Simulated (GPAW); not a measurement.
# Work function of Li/Au(110) at several levels, part 3 of 3

How far do functional and basis move the work function of Li/Au(110)?

GPAW 26.7.0; GPAW, PAW setups; slab in vacuum, relaxation (the session's first sound run).

So far, upper work function (eV): step 2 (relaxation, PBE, GPAW) 3.28; step 6 (OptPBE vdW: xc = "optPBE-vdW", GPAW, PAW setups, GPAW) 3.36; step 7 (self-consistent run: xc = "LDA") 3.31; step 8 (self-consistent run: xc = "revPBE") 3.25; step 9 (real-space grid: mode = "fd", PBE, GPAW) 3.28.

**10. Atomic orbitals: mode = "lcao"**

Atom-centred orbitals end a few angstrom from the surface, which tests how much the density's tail matters.

File run.py:

```python
import json
import numpy as np
from ase import Atoms
from gpaw import GPAW

slab = Atoms(
    ['Au', 'Au', 'Au', 'Au', 'Au', 'Li'],
    positions=[
        [0.00000, 0.00000, 9.00000],
        [2.04000, 1.44250, 10.44250],
        [0.00000, 0.00000, 11.88500],
        [2.04000, 1.44250, 13.47148],
        [0.00000, 0.00000, 14.93632],
        [0.00000, 0.00000, 17.35656]],
    cell=[[4.08, 0.0, 0.0], [0.0, 2.885, 0.0], [0.0, 0.0, 26.54199]],
    pbc=[True, True, False])

slab.calc = GPAW(mode='lcao', basis='dzp', h=0.18, xc='PBE', kpts={'size': (8, 11, 1), 'gamma': True},
                 occupations={'name': 'fermi-dirac', 'width': 0.1}, nbands='120%',
                 convergence={'density': 1e-05}, maxiter=200,
                 poissonsolver={'dipolelayer': 'xy'},
                 symmetry={'tolerance': 1e-3}, txt='slab.txt')
result = {}
energy = slab.get_potential_energy()
fermi = slab.calc.get_fermi_level()
v = slab.calc.get_electrostatic_potential().mean((0, 1)) - fermi
n = slab.calc.get_pseudo_density().mean((0, 1))
L = slab.cell[2, 2]
z = np.arange(len(v)) * L / len(v)
low, high = slab.positions[:, 2].min(), slab.positions[:, 2].max()
below, above = np.interp([low - 6.8, high + 6.8], z, v)
slopes = [np.interp(x, z, np.gradient(v, z)) for x in (low - 6.8, high + 6.8)]
eps = np.array([[slab.calc.get_eigenvalues(k, s) for k in range(len(slab.calc.get_ibz_k_points()))]
                for s in range(slab.calc.get_number_of_spins())]) - fermi
top, bottom = eps[eps < 0].max(), eps[eps > 0].min()
dipole = slab.get_dipole_moment()[2]
print(f'energy {energy:.4f} eV, Fermi level {fermi:.4f} eV, dipole {dipole:.5f} e A')
print(f'potential 6.8 A off the faces, from the Fermi level: lower {below:.4f} eV, upper {above:.4f} eV')
print(f'slope of the potential there: lower {slopes[0]:.5f}, upper {slopes[1]:.5f} eV/A')
print(f'nearest levels on the mesh: {top:.4f} and {bottom:.4f} eV')
print('magnetic moment', round(slab.get_magnetic_moment(), 3))
result.update(energy=energy, fermi=fermi, dipole=dipole, below=below, above=above, slopes=slopes, edges=[top, bottom],
              z=z.tolist(), v=v.tolist(), n=n.tolist(), positions=slab.positions.tolist(),
              forces=slab.get_forces(apply_constraint=False).tolist(), moments=slab.get_magnetic_moments().tolist())
json.dump(result, open('result.json', 'w'))
```

On the command line:

```console
$ OMP_NUM_THREADS=1 OPENBLAS_NUM_THREADS=1 python run.py
```

Output:

```text
energy -13.9248 eV, Fermi level -3.6280 eV, dipole 0.12178 e A
potential 6.8 A off the faces, from the Fermi level: lower 4.5641 eV, upper 2.6920 eV
slope of the potential there: lower -0.00000, upper -0.00000 eV/A
nearest levels on the mesh: -0.0571 and 0.0160 eV
magnetic moment 0.0
```

Elapsed: 3.9 min, on 1 thread of Arm Neoverse V1, shared host; peak memory 0.4 GiB.

Numbers from this step:

```
dipole along the normal                    : 0.1218 e·Å
levels nearest the Fermi level on the mesh : -0.05714, 0.01602 eV from the Fermi level
upper work function                        : 2.692 eV
lower work function                        : 4.564 eV
```

The upper face's work function is 2.692 eV, against 3.277 eV in the first plane-wave PBE run at this geometry.

**11. Cost and result by level**

Times are for 1 thread of Arm Neoverse V1, shared host. Results by setting:

```
no.         run  upper work function (eV)  lower work function (eV)     time  memory (GiB)
  1          pw                     3.277                     4.903  8.4 min          0.46
  2     vdW DF2                     3.424                     5.297   14 min          0.64
  3        RPBE                     3.260                     4.723  8.7 min          0.46
  4  optPBE vdW                     3.362                     5.084  8.9 min          0.64
  5         LDA                     3.314                     5.312  8.3 min          0.46
  6      revPBE                     3.247                     4.741  8.8 min          0.46
  7          fd                     3.277                     4.900   47 min           3.0
  8        lcao                     2.692                     4.564  3.9 min           0.4
```

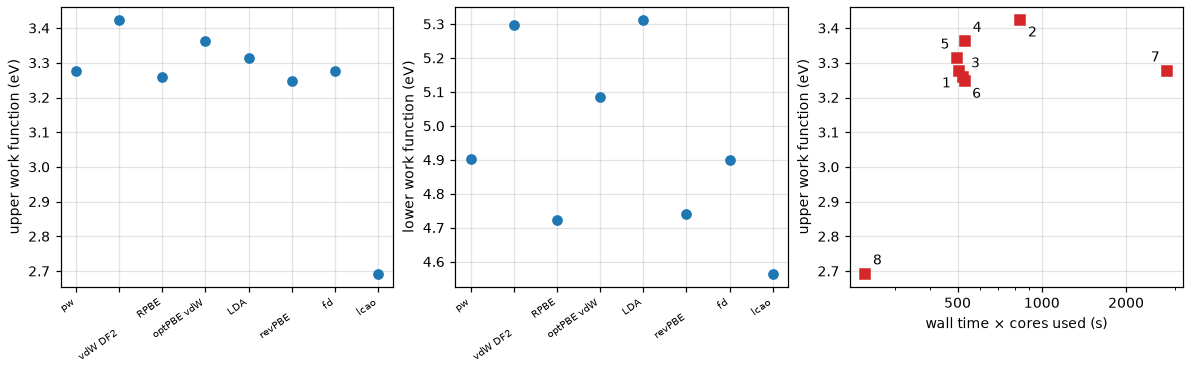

The series as plots; the last panel sets the first result against cost, with the runs numbered as in the table.

**12. Side by side**

Results and costs are gathered.

This step: comparison of work functions, dipole and cost (GPAW 26.7.0).

Ladder, by row:

```
      step  code  work function, upper (eV)  work function, lower (eV)  dipole (e Å)  wall time (s)  peak memory (GiB)  threads
        pw  GPAW                      3.277                      4.903        0.1054          504.4               0.46        1
   vdW-DF2  GPAW                      3.424                      5.297        0.1215          837.9               0.64        1
      RPBE  GPAW                       3.26                      4.723       0.09482          524.3               0.46        1
optPBE-vdW  GPAW                      3.362                      5.084        0.1117          531.9               0.64        1
       LDA  GPAW                      3.314                      5.312        0.1297          498.4               0.46        1
    revPBE  GPAW                      3.247                      4.741       0.09686          529.6               0.46        1
        fd  GPAW                      3.277                        4.9        0.1056           2812               2.96        1
      lcao  GPAW                      2.692                      4.564        0.1218          234.1                0.4        1
```

**13. Results**

```yaml
work_function_upper_and_lower_face: 3.277 and 4.903 eV
dipole_along_the_normal: 0.105 e Å
```

What this shows: With plane waves and PBE the work function is 3.28 eV on the upper face and 4.90 eV on the lower. The two faces differ by 1.6 eV, the step that the slab's dipole makes (e p/(ε0 A) gives 1.6 eV), so the dipole layer is needed. Over the sound runs of the table the upper face's work function spans 2.692 (lcao) to 3.424 eV (vdW-DF2). Atomic orbitals miss the plane-wave value by -0.59 eV, since they describe the tail of the density in the vacuum poorly. The cell of 11.8 Å² holds one Li, started on one chosen site; other sites and coverages weren't tried. The in-plane lattice was kept as typed, which isn't the functional's own and leaves some strain; spin-orbit coupling and temperature are left out.

[Logs are printed without paths, hosts, clocks, repeated set-up lines and the standing remarks that a program may print on its own settings, such as how far it seeks lower states.]

[Hosts, paths, dates, database ids (printed as entryN), source tags and the programs' standing remarks are cut or masked in the printed files.]
